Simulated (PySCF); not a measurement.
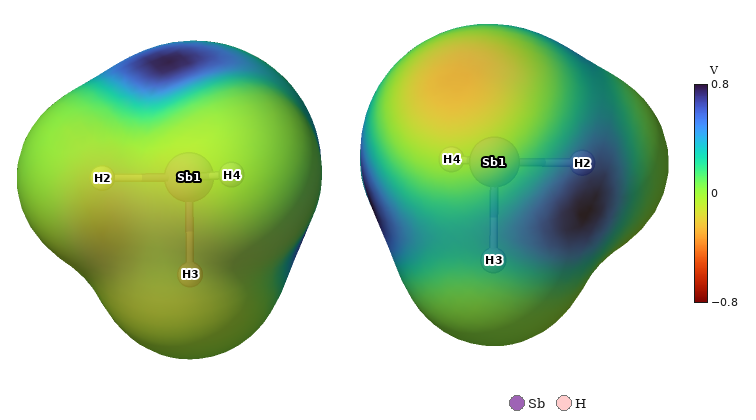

*H₃Sb, SMILES `[SbH3]`. Electrostatic potential on the surface of electron density 0.001 a.u. (back view left, front view right).*

PySCF calculation, B3LYP/def2-SVP, gas phase; geometry: GFN2-xTB. Core potentials replace the inner electrons of Sb; spin–orbit coupling isn't included. No frequency check shows the geometry to be a minimum. GFN2-xTB bond lengths at metals and heavier atoms can be off by up to 0.1 Å and shapes distorted, which carries into these values.

Coordinates in Å:

```
Sb1      0.0403    0.0351    0.0132
H2       0.2379   -1.4730   -0.7094
H3      -1.0619   -0.6581    1.0810
H4      -1.2322    0.3413   -1.0466
```

Where are the extremes of the potential on the surface?

Highest: 0.79 V, near Sb1 (2.24 Å), H2 (2.26 Å) and H3 (2.36 Å), and at like points elsewhere. Further maxima include −0.12 V, near H4 (1.94 Å), H2 (2.05 Å) and H3 (2.05 Å), over Sb1 (2.5 Å). Lowest: −0.27 V, 2.5 Å from Sb1. Further minima include −0.16 V, 1.6 Å from H2, and at like points elsewhere. The surface is sampled at points, so like sites can differ by a few per cent and only the strongest of them is named.

What volume does the surface enclose, and what is the dipole moment?

About 71 Å³; the dipole moment is 0.3 D.
